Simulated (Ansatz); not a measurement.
# Response to strain in BaZrO3

Consider BaZrO3 in the cubic perovskite structure (space group Pm-3m, No. 221; a = 4.2272 Å).

Strains are applied to the cell and any free atomic positions relax.

Method: PBE (Ansatz, an electronic-structure program, PAW, spin-orbit coupling left out).

Notes on the quantities. energy relative to the base: free energy F.

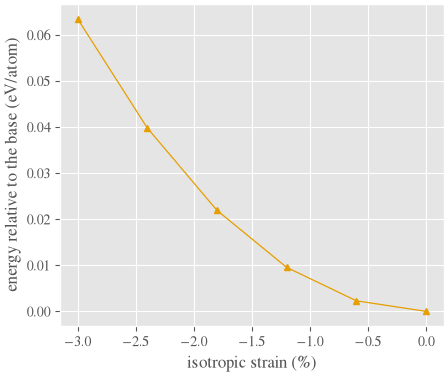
Figure: Energy relative to the base against isotropic strain

```tsv
isotropic strain (%)	energy relative to the base
-3	+63 meV/atom
-2.4	+40 meV/atom
-1.8	+22 meV/atom
-1.2	+9.5 meV/atom
-0.6	+2.3 meV/atom
```

No phonon test of stability was made.
